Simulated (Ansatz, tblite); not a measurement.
**SiH(NHEt)3 (C₆H₁₉N₃Si): one state, many levels**

How do method and basis change the picture of SiH(NHEt)3 (C₆H₁₉N₃Si) (singlet)?

Method: as each input shows; program: Ansatz 0.2.0, Gaussian basis.

Plan: GFN1-xTB, GFN2-xTB, PBE-D4/def2-TZVP, r2SCAN-D4/def2-TZVP, revPBE-D4/def2-TZVP, B3LYP-D4/def2-TZVP, PBE-D4/def2-SVP, PBE0-D4/def2-SVP, HF/STO-3G, HF/6-31G, B3LYP-D4/6-31G, MP2/def2-SVP, RPA/def2-SVP.

2 further runs of the same task are left out: 2 set aside as unsound or not needed. Runs told in other sessions of the task aren't counted.

### 1 The relaxed structure

The geometry is that of the singlet, from an earlier relaxation (r2SCAN-D4/def2-SVP).

29 atoms, charge 0, spin multiplicity 1.

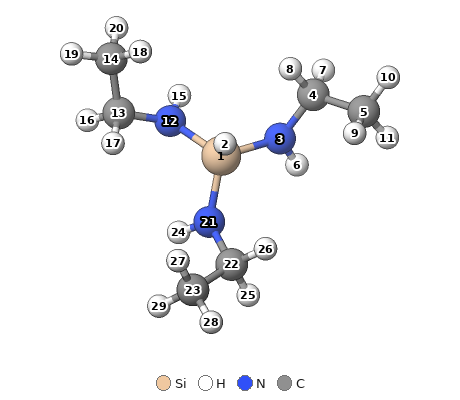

The structure; silicon light orange, hydrogen white, nitrogen blue, carbon grey; atoms are numbered from 1 in the order of the file.

As a file:

```xyz
29
charge 0, multiplicity 1
Si    0.02066    0.04765   -0.23851
H     0.04853    0.04829    1.26697
N     1.65123   -0.00528   -0.80810
C     2.79763    0.62025   -0.17867
C     3.74228   -0.37397    0.49062
H     1.87900   -0.67339   -1.53946
H     3.36638    1.23209   -0.90921
H     2.42458    1.33753    0.57578
H     3.21531   -0.94138    1.27526
H     4.60782    0.13373    0.94765
H     4.12991   -1.10008   -0.24474
N    -0.76555    1.46832   -0.83514
C    -1.96902    2.05965   -0.28204
C    -1.70787    3.29262    0.57864
H    -0.22274    2.08975   -1.42829
H    -2.68437    2.32061   -1.08852
H    -2.48039    1.28840    0.32285
H    -1.05279    3.04176    1.42862
H    -2.64552    3.71772    0.97382
H    -1.20593    4.07920   -0.00998
N    -0.85451   -1.33002   -0.80349
C    -0.81649   -2.66021   -0.22851
C    -2.07846   -3.02672    0.54708
H    -1.60086   -1.17513   -1.47545
H    -0.63312   -3.42339   -1.01242
H     0.05922   -2.71653    0.44387
H    -2.24116   -2.32184    1.37861
H    -2.01838   -4.04719    0.96050
H    -2.96541   -2.98246   -0.10773
```

PBE0-D4/def2-TZVP was run before; its log isn't repeated, and its numbers join the tables.

### 2 GFN1-xTB

Tight binding, by tblite at 300 K electronic temperature and without a spin-polarisation term:

```python
tblite.interface.Calculator('GFN1-xTB', numbers, positions, charge=0, uhf=0).singlepoint()
```

Energy -938.5384 eV, HOMO -10.12 eV, LUMO -3.61 eV; 0.017 s.

### 3 GFN2-xTB

Tight binding, by tblite at 300 K electronic temperature and without a spin-polarisation term:

```python
tblite.interface.Calculator('GFN2-xTB', numbers, positions, charge=0, uhf=0).singlepoint()
```

Energy -900.3850 eV, HOMO -9.26 eV, LUMO -3.01 eV; 0.011 s.

### 4 PBE-D4/def2-TZVP

start.molden holds the orbitals of an earlier run on this state, given as this run's starting guess.

in.yaml

```yaml
crystal:
  periodic: [false, false, false]
  atoms:
    - {symbol: Si, position_ang: [0.020656, 0.047646, -0.238514]}
    - {symbol: H, position_ang: [0.048532, 0.048290, 1.266966]}
    - {symbol: N, position_ang: [1.651227, -0.005284, -0.808104]}
    - {symbol: C, position_ang: [2.797632, 0.620248, -0.178674]}
    - {symbol: C, position_ang: [3.742283, -0.373969, 0.490616]}
    - {symbol: H, position_ang: [1.878997, -0.673387, -1.539455]}
    - {symbol: H, position_ang: [3.366383, 1.232094, -0.909206]}
    - {symbol: H, position_ang: [2.424585, 1.337526, 0.575780]}
    - {symbol: H, position_ang: [3.215310, -0.941383, 1.275258]}
    - {symbol: H, position_ang: [4.607820, 0.133735, 0.947646]}
    - {symbol: H, position_ang: [4.129909, -1.100083, -0.244736]}
    - {symbol: N, position_ang: [-0.765552, 1.468316, -0.835138]}
    - {symbol: C, position_ang: [-1.969023, 2.059648, -0.282040]}
    - {symbol: C, position_ang: [-1.707866, 3.292621, 0.578637]}
    - {symbol: H, position_ang: [-0.222742, 2.089750, -1.428287]}
    - {symbol: H, position_ang: [-2.684367, 2.320614, -1.088519]}
    - {symbol: H, position_ang: [-2.480393, 1.288400, 0.322851]}
    - {symbol: H, position_ang: [-1.052785, 3.041761, 1.428623]}
    - {symbol: H, position_ang: [-2.645517, 3.717719, 0.973817]}
    - {symbol: H, position_ang: [-1.205935, 4.079195, -0.009976]}
    - {symbol: N, position_ang: [-0.854507, -1.330020, -0.803491]}
    - {symbol: C, position_ang: [-0.816488, -2.660211, -0.228508]}
    - {symbol: C, position_ang: [-2.078464, -3.026721, 0.547083]}
    - {symbol: H, position_ang: [-1.600864, -1.175127, -1.475449]}
    - {symbol: H, position_ang: [-0.633116, -3.423389, -1.012423]}
    - {symbol: H, position_ang: [0.059224, -2.716533, 0.443865]}
    - {symbol: H, position_ang: [-2.241162, -2.321841, 1.378608]}
    - {symbol: H, position_ang: [-2.018384, -4.047189, 0.960502]}
    - {symbol: H, position_ang: [-2.965411, -2.982456, -0.107730]}
basis:
  gaussian: {orbitals: def2-TZVP, initial_orbitals: start.molden}
hamiltonian: {xc: pbe, dispersion: d4}
scf: {omitted_lower_state_checks: [starts]}
output: {forces: true, orbitals: {seedname: orbitals}}
```

The run is started by

```bash
$ ansatz run in.yaml --threads 4 --pin off --events-out ev --progress --plain --max-ram 6963MiB
```

Further steps of the session: r2SCAN-D4/def2-TZVP; revPBE-D4/def2-TZVP; B3LYP-D4/def2-TZVP; PBE-D4/def2-SVP; PBE0-D4/def2-SVP; HF/STO-3G; HF/6-31G; B3LYP-D4/6-31G; MP2/def2-SVP; RPA/def2-SVP.

Q: Predict the results of all the runs planned. Wanted: gap in def2-TZVP, named functionals, smallest and largest; correlation energy, MP2/def2-SVP; binding an atom, functionals in def2-TZVP; PBE0 total energy, smallest basis above largest.

**Answer**, as computed:

| quantity | value |
| --- | --- |
| gap in def2-TZVP, named functionals, smallest and largest | 5.23 eV (PBE-D4), 7.34 eV (PBE0-D4) |
| correlation energy, MP2/def2-SVP | -39.93 eV |
| binding an atom, functionals in def2-TZVP | 3.96 (revPBE-D4) to 4.04 eV (PBE-D4) |
| PBE0 total energy, smallest basis above largest | 14.90 eV (def2-SVP, def2-TZVP) |

In words: Over the named functionals in def2-TZVP the gap runs from 5.23 eV (PBE-D4) to 7.34 eV (PBE0-D4); exact exchange widens it.
